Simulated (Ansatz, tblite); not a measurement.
**Ge22H28 ring sphere (Ge22H28): removing and adding an electron**

What does removing or adding an electron cost or gain for Ge22H28 ring sphere (Ge22H28)? Each charged state is run at several levels.

Method: as each input shows; program: Ansatz 0.2.0, Gaussian basis.

The runs, in order: charge +1 doublet, at the geometry of the singlet (PBE0-D4/def2-TZVP, PBE-D4/def2-TZVP, B97M-V/def2-TZVP); charge -1 doublet, at the geometry of the singlet (PBE0-D4/def2-TZVP, PBE-D4/def2-TZVP, B97M-V/def2-TZVP); the starting singlet's energies come from earlier runs.

1 further run of the same task is left out (set aside as unsound or not needed). Runs told in other sessions of the task aren't counted.

### 1 The geometry

The singlet was relaxed beforehand with r2SCAN-D4/def2-SVP.

50 atoms, charge 0, spin multiplicity 1.

Atoms are counted from 1 here; the program's logs count them from 0.

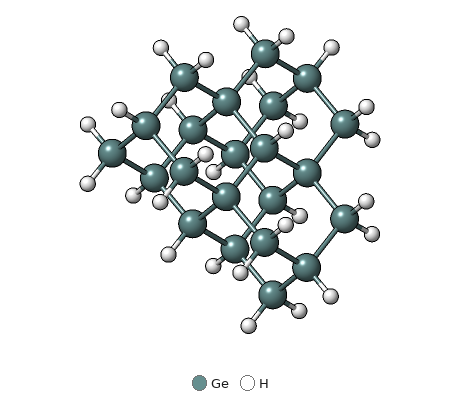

The geometry (germanium teal, hydrogen white).

### 2 Charge +1 doublet at the fixed geometry, PBE0-D4/def2-TZVP

in.yaml reads:

```yaml
crystal:
  periodic: [false, false, false]
  atoms:
    - {symbol: Ge, position_ang: [-3.733052, -0.933469, -1.890890]}
    - {symbol: Ge, position_ang: [-3.731646, 1.893629, 0.934780]}
    - {symbol: Ge, position_ang: [-0.932411, -0.932126, -4.702588]}
    - {symbol: Ge, position_ang: [-0.938355, -3.732459, -1.888039]}
    - {symbol: Ge, position_ang: [-0.913176, -0.912694, 0.915276]}
    - {symbol: Ge, position_ang: [1.889338, -3.733681, 0.935374]}
    - {symbol: Ge, position_ang: [1.879837, -0.919159, -1.880691]}
    - {symbol: Ge, position_ang: [1.892438, -0.934276, 3.732241]}
    - {symbol: Ge, position_ang: [-0.917643, 1.879654, -1.880494]}
    - {symbol: Ge, position_ang: [-0.928508, 4.703576, 0.929408]}
    - {symbol: Ge, position_ang: [1.882742, 1.880654, 0.915628]}
    - {symbol: Ge, position_ang: [-0.932866, 1.892889, 3.731832]}
    - {symbol: Ge, position_ang: [4.702644, -0.933951, 0.930891]}
    - {symbol: Ge, position_ang: [-2.336500, -2.335277, -3.300775]}
    - {symbol: Ge, position_ang: [-2.345042, 0.483702, -0.482283]}
    - {symbol: Ge, position_ang: [-2.332765, 3.303518, 2.334165]}
    - {symbol: Ge, position_ang: [0.470690, 0.469979, -3.298557]}
    - {symbol: Ge, position_ang: [0.482373, -2.345075, -0.482573]}
    - {symbol: Ge, position_ang: [0.485801, 0.485195, 2.344624]}
    - {symbol: Ge, position_ang: [3.300882, -2.336969, 2.335151]}
    - {symbol: Ge, position_ang: [3.299470, 0.469052, -0.472297]}
    - {symbol: Ge, position_ang: [0.472699, 3.298062, -0.473136]}
    - {symbol: H, position_ang: [-4.647898, -0.047296, -2.762352]}
    - {symbol: H, position_ang: [-4.631254, -1.813895, -0.997283]}
    - {symbol: H, position_ang: [-4.629005, 1.000667, 1.816712]}
    - {symbol: H, position_ang: [-4.647274, 2.764933, 0.049268]}
    - {symbol: H, position_ang: [-1.812957, -0.043722, -5.605603]}
    - {symbol: H, position_ang: [-0.045489, -1.812149, -5.607541]}
    - {symbol: H, position_ang: [-1.821709, -4.624392, -0.990994]}
    - {symbol: H, position_ang: [-0.055831, -4.653479, -2.756627]}
    - {symbol: H, position_ang: [-1.806385, -1.805896, 1.810924]}
    - {symbol: H, position_ang: [0.993967, -4.629002, 1.816939]}
    - {symbol: H, position_ang: [2.759407, -4.651322, 0.050765]}
    - {symbol: H, position_ang: [2.767067, -1.824828, -2.769233]}
    - {symbol: H, position_ang: [0.996361, -1.813685, 4.628984]}
    - {symbol: H, position_ang: [2.765096, -0.050840, 4.648589]}
    - {symbol: H, position_ang: [-1.822433, 2.767863, -2.769020]}
    - {symbol: H, position_ang: [-1.808492, 5.607590, 0.041460]}
    - {symbol: H, position_ang: [-0.040130, 5.607506, 1.809029]}
    - {symbol: H, position_ang: [2.771909, 2.769639, 1.818975]}
    - {symbol: H, position_ang: [-1.814613, 0.997351, 4.626831]}
    - {symbol: H, position_ang: [-0.049554, 2.763918, 4.649819]}
    - {symbol: H, position_ang: [5.606513, -1.814349, 0.043215]}
    - {symbol: H, position_ang: [5.606721, -0.046306, 1.811135]}
    - {symbol: H, position_ang: [-3.232972, -3.231079, -4.187018]}
    - {symbol: H, position_ang: [-3.227753, 4.190927, 3.230281]}
    - {symbol: H, position_ang: [1.371304, 1.370678, -4.176567]}
    - {symbol: H, position_ang: [4.187366, -3.233032, 3.231123]}
    - {symbol: H, position_ang: [4.178414, 1.368205, -1.373529]}
    - {symbol: H, position_ang: [1.372642, 4.175220, -1.375327]}
basis:
  gaussian: {orbitals: def2-TZVP, fitting: {mean_field: def2-universal-jkfit}}
total_charge: 1
magnetization: {spin_polarized: true, initial_magnetization: 1}
hamiltonian: {xc: pbe0, dispersion: d4}
scf: {omitted_lower_state_checks: [starts]}
output: {orbitals: {seedname: orbitals}}
```

Command:

```
ansatz run in.yaml --threads 11 --pin off --events-out ev --progress --plain --max-ram 174080MiB --backend cuda --devices 0, --max-vram 75GiB
```

Log:

```text
Functional definition: PBE0
  name "PBE0"
  cite "Adamo & Barone, J. Chem. Phys. 110, 6158 (1999) doi:10.1063/1.478522"
  cite "Perdew, Burke & Ernzerhof, Phys. Rev. Lett. 77, 3865 (1996) doi:10.1103/PhysRevLett.77.3865"
  parent pbe
  parameter a = 0.25
  parameter kappa = 0.804
  parameter beta = 0.06672455060314922
  exchange = (1 - a)*pbe_x(kappa = kappa, mu = beta*pi^2/3) + a*exact_x
  correlation = pbe_c(beta = beta)
these checks for a lower state are left out or cut short: starts
6356 factors; integrals over basis functions are off by at most 5.9e-1 eV
mean field evaluation 1: about -1243705.9128 eV, gradient 4.5e1 eV
mean field evaluation 2: about -1243706.4962 eV, gradient 4.4e1 eV
mean field evaluation 4: about -1243708.9711 eV, gradient 5.7e0 eV
mean field evaluation 8: about -1243709.1313 eV, gradient 5.4e-1 eV
mean field evaluation 16: about -1243709.1333 eV, gradient 6.9e-3 eV
mean field evaluation 32: about -1243709.1333 eV, gradient 8.9e-5 eV
mean field -1243709.13347838 eV, -45705.4676390018 hartree, gradient 2.4e-6 eV, S^2 0.753260; 0 other end points of the search recorded, 0 dependent functions left out
reference -1243709.13356724 eV, -45705.4676422673 hartree; 366, 365 occupied and 858, 859 virtual orbitals, 6356 factors
Total energy: -1243712.48501624 eV, -45705.5908057462 hartree
Checks for a lower state left out: starts
```

Wall time 3.1 min (1 × H100 with 11 threads of AMD EPYC 7R13, shared host); peak host memory 2.3 GiB.

HOMO -9.48 eV, LUMO -8.67 eV (over both spins); ⟨S²⟩ 0.753 (pure: 0.75).

### 3 Charge +1 doublet at the fixed geometry, PBE-D4/def2-TZVP

start.molden holds the orbitals of an earlier run on this state, given as this run's starting guess.

Edit in.yaml of step 2 so:

```diff
@@ -54,6 +54,6 @@
 basis:
-  gaussian: {orbitals: def2-TZVP, fitting: {mean_field: def2-universal-jkfit}}
+  gaussian: {orbitals: def2-TZVP, fitting: {mean_field: def2-universal-jkfit}, initial_orbitals: start.molden}
 total_charge: 1
 magnetization: {spin_polarized: true, initial_magnetization: 1}
-hamiltonian: {xc: pbe0, dispersion: d4}
+hamiltonian: {xc: pbe, dispersion: d4}
 scf: {omitted_lower_state_checks: [starts]}
```

Launched as before.

Log:

```text
Functional definition: PBE
  name "PBE"
  cite "Perdew, Burke & Ernzerhof, Phys. Rev. Lett. 77, 3865 (1996) doi:10.1103/PhysRevLett.77.3865"
  parent pbe
  parameter kappa = 0.804
  parameter beta = 0.06672455060314922
  exchange = pbe_x(kappa = kappa, mu = beta*pi^2/3)
  correlation = pbe_c(beta = beta)
these checks for a lower state are left out or cut short: starts
6356 factors; integrals over basis functions are off by at most 5.9e-1 eV
mean field evaluation 1: about -1243674.8893 eV, gradient 2.7e1 eV
mean field evaluation 2: about -1243676.0246 eV, gradient 1.3e0 eV
mean field evaluation 4: about -1243675.9907 eV, gradient 9.6e-2 eV
mean field evaluation 8: about -1243675.9923 eV, gradient 2.9e-2 eV
mean field evaluation 16: about -1243675.9924 eV, gradient 4.1e-5 eV
mean field -1243675.99238461 eV, -45704.2497262695 hartree, gradient 2.7e-6 eV, S^2 0.750810; 0 other end points of the search recorded, 0 dependent functions left out
reference -1243675.99250461 eV, -45704.2497306792 hartree; 366, 365 occupied and 858, 859 virtual orbitals, 6356 factors
Total energy: -1243679.65604256 eV, -45704.3843632157 hartree
Checks for a lower state left out: starts
```

Run time: 37 s. Hardware: 1 × H100 with 11 threads of AMD EPYC 7R13, shared host; peak host memory 2.2 GiB.

HOMO -8.61 eV, LUMO -8.65 eV (over both spins; with the spin held, an empty level of the minority spin lies below the top filled one); ⟨S²⟩ 0.751 (pure: 0.75).

### 4 Charge +1 doublet at the fixed geometry, B97M-V/def2-TZVP

Edit in.yaml of step 3 so:

```diff
@@ -57,3 +57,3 @@
 magnetization: {spin_polarized: true, initial_magnetization: 1}
-hamiltonian: {xc: pbe, dispersion: d4}
+hamiltonian: {xc: {name: B97M-V}}
 scf: {omitted_lower_state_checks: [starts]}
```

Launched as before.

Log, cut to the lines that bear on the results:

```text
Functional definition: B97M-V
  name "B97M-V"
  cite "Mardirossian & Head-Gordon, J. Chem. Phys. 142, 074111 (2015) doi:10.1063/1.4907719"
  cite "Becke, J. Chem. Phys. 107, 8554 (1997) doi:10.1063/1.475007"
  cite "Vydrov & Van Voorhis, J. Chem. Phys. 133, 244103 (2010) doi:10.1063/1.3521275"
  # Of w^i u^j: cxij and so on, Table III.
[...]
  gx(w, u) = cx00 + cx01*u + cx02*u^2 + (cx10 + cx11*u)*w
  gss(w, u) = css00 + css02*u^2 + css10*w + (css32*w^3 + css42*w^4)*u^2
  gos(w, u) = cos00 + cos01*u + cos03*u^3 + cos10*w + cos32*w^3*u^2
[...]
      + integral(e_c_pw_mod_opposite_spin*gos(b97_w_opposite, b97_u_opposite)) + vv10(b, c)
[...]
6356 factors; integrals over basis functions are off by at most 5.9e-1 eV
[...]
mean field -1243632.87165148 eV, -45702.6650685551 hartree, gradient 1.8e-6 eV, S^2 0.751187; 0 other end points of the search recorded, 0 dependent functions left out
reference -1243632.87181231 eV, -45702.6650744655 hartree; 366, 365 occupied and 858, 859 virtual orbitals, 6356 factors
Total energy: -1243632.87181231 eV, -45702.6650744655 hartree
Checks for a lower state left out: starts
```

Run time: 66 s. Hardware: 1 × H100 with 11 threads of AMD EPYC 7R13, shared host; peak host memory 3.3 GiB.

HOMO -9.01 eV, LUMO -9.01 eV (over both spins; with the spin held, an empty level of the minority spin lies below the top filled one); ⟨S²⟩ 0.751 (pure: 0.75).

### 5 Vertical ionisation energy

Charged state less starting state, singlet to doublet; the starting state's energies are those of its earlier runs.

```csv
level,vertical ionisation energy (eV),time
PBE-D4/def2-TZVP,+7.34,53 s
B97M-V/def2-TZVP,+7.66,88 s
PBE0-D4/def2-TZVP,+7.79,3.6 min
```

Times add the two runs; a level without a time comes out of a correlated run.

Beside −ε(HOMO) of the starting state:

```csv
level,−ε(HOMO) (eV),by difference (eV),mismatch (eV)
PBE-D4/def2-TZVP,5.91,7.34,-1.44
B97M-V/def2-TZVP,6.30,7.66,-1.36
PBE0-D4/def2-TZVP,6.79,7.79,-1.00
```

### 6 Charge -1 doublet at the fixed geometry, PBE0-D4/def2-TZVP

Edit in.yaml of step 4 so:

```diff
@@ -54,6 +54,6 @@
 basis:
-  gaussian: {orbitals: def2-TZVP, fitting: {mean_field: def2-universal-jkfit}, initial_orbitals: start.molden}
-total_charge: 1
+  gaussian: {orbitals: def2-TZVP, fitting: {mean_field: def2-universal-jkfit}}
+total_charge: -1
 magnetization: {spin_polarized: true, initial_magnetization: 1}
-hamiltonian: {xc: {name: B97M-V}}
+hamiltonian: {xc: pbe0, dispersion: d4}
 scf: {omitted_lower_state_checks: [starts]}
```

The command is unchanged.

Log, cut to the lines that bear on the results:

```text
Functional definition: PBE0
  name "PBE0"
  cite "Adamo & Barone, J. Chem. Phys. 110, 6158 (1999) doi:10.1063/1.478522"
  cite "Perdew, Burke & Ernzerhof, Phys. Rev. Lett. 77, 3865 (1996) doi:10.1103/PhysRevLett.77.3865"
  parent pbe
[...]
6356 factors; integrals over basis functions are off by at most 5.9e-1 eV
[...]
mean field -1243717.16884026 eV, -45705.7629331044 hartree, gradient 4.9e-6 eV, S^2 0.752310; 0 other end points of the search recorded, 0 dependent functions left out
reference -1243717.16892340 eV, -45705.7629361594 hartree; 367, 366 occupied and 857, 858 virtual orbitals, 6356 factors
Total energy: -1243720.64098041 eV, -45705.8905319010 hartree
Checks for a lower state left out: starts
```

Wall time 3.1 min (1 × H100 with 11 threads of AMD EPYC 7R13, shared host); peak host memory 2.3 GiB.

HOMO 0.57 eV, LUMO 1.37 eV (over both spins); ⟨S²⟩ 0.752 (pure: 0.75). Doubts: highest occupied level lies above zero.

### 7 Charge -1 doublet at the fixed geometry, PBE-D4/def2-TZVP

Edit in.yaml of step 6 so:

```diff
@@ -54,6 +54,6 @@
 basis:
-  gaussian: {orbitals: def2-TZVP, fitting: {mean_field: def2-universal-jkfit}}
+  gaussian: {orbitals: def2-TZVP, fitting: {mean_field: def2-universal-jkfit}, initial_orbitals: start.molden}
 total_charge: -1
 magnetization: {spin_polarized: true, initial_magnetization: 1}
-hamiltonian: {xc: pbe0, dispersion: d4}
+hamiltonian: {xc: pbe, dispersion: d4}
 scf: {omitted_lower_state_checks: [starts]}
```

Same command.

Log:

```text
Functional definition: PBE
  name "PBE"
  cite "Perdew, Burke & Ernzerhof, Phys. Rev. Lett. 77, 3865 (1996) doi:10.1103/PhysRevLett.77.3865"
  parent pbe
  parameter kappa = 0.804
  parameter beta = 0.06672455060314922
  exchange = pbe_x(kappa = kappa, mu = beta*pi^2/3)
  correlation = pbe_c(beta = beta)
these checks for a lower state are left out or cut short: starts
6356 factors; integrals over basis functions are off by at most 5.9e-1 eV
mean field evaluation 1: about -1243682.7392 eV, gradient 2.7e1 eV
mean field evaluation 2: about -1243683.8849 eV, gradient 1.4e0 eV
mean field evaluation 4: about -1243683.8710 eV, gradient 3.4e-1 eV
mean field evaluation 8: about -1243683.8853 eV, gradient 7.9e-3 eV
mean field evaluation 16: about -1243683.8853 eV, gradient 1.5e-4 eV
mean field -1243683.88532035 eV, -45704.5397863078 hartree, gradient 2.6e-6 eV, S^2 0.750825; 0 other end points of the search recorded, 0 dependent functions left out
reference -1243683.88542570 eV, -45704.5397901794 hartree; 367, 366 occupied and 857, 858 virtual orbitals, 6356 factors
Total energy: -1243687.68160015 eV, -45704.6792970172 hartree
Checks for a lower state left out: starts
```

It took 30 s on 1 × H100 with 11 threads of AMD EPYC 7R13, shared host; peak host memory 2.2 GiB.

Report: HOMO 0.67 eV, LUMO 0.76 eV (over both spins); ⟨S²⟩ 0.751 (pure: 0.75). Doubts: highest occupied level lies above zero.

### 8 Charge -1 doublet at the fixed geometry, B97M-V/def2-TZVP

Edit in.yaml of step 7 so:

```diff
@@ -57,3 +57,3 @@
 magnetization: {spin_polarized: true, initial_magnetization: 1}
-hamiltonian: {xc: pbe, dispersion: d4}
+hamiltonian: {xc: {name: B97M-V}}
 scf: {omitted_lower_state_checks: [starts]}
```

Same command.

Log, cut to the lines that bear on the results:

```text
Functional definition: B97M-V
  name "B97M-V"
  cite "Mardirossian & Head-Gordon, J. Chem. Phys. 142, 074111 (2015) doi:10.1063/1.4907719"
  cite "Becke, J. Chem. Phys. 107, 8554 (1997) doi:10.1063/1.475007"
  cite "Vydrov & Van Voorhis, J. Chem. Phys. 133, 244103 (2010) doi:10.1063/1.3521275"
  # Of w^i u^j: cxij and so on, Table III.
[...]
  gx(w, u) = cx00 + cx01*u + cx02*u^2 + (cx10 + cx11*u)*w
  gss(w, u) = css00 + css02*u^2 + css10*w + (css32*w^3 + css42*w^4)*u^2
  gos(w, u) = cos00 + cos01*u + cos03*u^3 + cos10*w + cos32*w^3*u^2
[...]
      + integral(e_c_pw_mod_opposite_spin*gos(b97_w_opposite, b97_u_opposite)) + vv10(b, c)
[...]
6356 factors; integrals over basis functions are off by at most 5.9e-1 eV
[...]
mean field -1243641.07380772 eV, -45702.9664922376 hartree, gradient 3.1e-6 eV, S^2 0.751393; 0 other end points of the search recorded, 0 dependent functions left out
reference -1243641.07397038 eV, -45702.9664982152 hartree; 367, 366 occupied and 857, 858 virtual orbitals, 6356 factors
Total energy: -1243641.07397038 eV, -45702.9664982152 hartree
Checks for a lower state left out: starts
```

Run time: 53 s. Hardware: 1 × H100 with 11 threads of AMD EPYC 7R13, shared host; peak host memory 3.3 GiB.

Report: HOMO 0.73 eV, LUMO 0.82 eV (over both spins); ⟨S²⟩ 0.751 (pure: 0.75). Doubts: highest occupied level lies above zero.

### 9 Vertical electron affinity

Starting state less charged state (positive: the electron is bound), singlet to doublet; the starting state's energies are those of its earlier runs.

```csv
level,vertical electron affinity (eV),time
PBE-D4/def2-TZVP,+0.68,46 s
B97M-V/def2-TZVP,+0.54,75 s
PBE0-D4/def2-TZVP,+0.37,3.6 min
```

Times add the two runs; a level without a time comes out of a correlated run.

Beside −ε(LUMO) of the starting state:

```csv
level,−ε(LUMO) (eV),by difference (eV),mismatch (eV)
PBE-D4/def2-TZVP,1.90,0.68,+1.21
B97M-V/def2-TZVP,1.83,0.54,+1.28
PBE0-D4/def2-TZVP,1.19,0.37,+0.82
```

### 10 Outcome

```
                                            quantity                               value
vertical ionisation energy, functionals in def2-TZVP  7.34 (PBE-D4) to 7.79 eV (PBE0-D4)
vertical electron affinity, functionals in def2-TZVP  0.37 (PBE0-D4) to 0.68 eV (PBE-D4)
```

The vertical ionisation energy spans 7.34 to 7.79 eV over the functionals. −ε(HOMO) misses the level's own difference by -1.00 eV at best (PBE0-D4) and -1.44 eV at worst (PBE-D4). The vertical electron affinity spans 0.37 to 0.68 eV over the functionals. The anion's highest level lies above zero where self-interaction lifts it, so diffuse functions weigh on these values. −ε(LUMO) misses the level's own difference by +0.82 eV at best (PBE0-D4) and +1.28 eV at worst (B97M-V).

The anion's highest level is positive in at least one run, so there the basis alone may hold the extra electron.
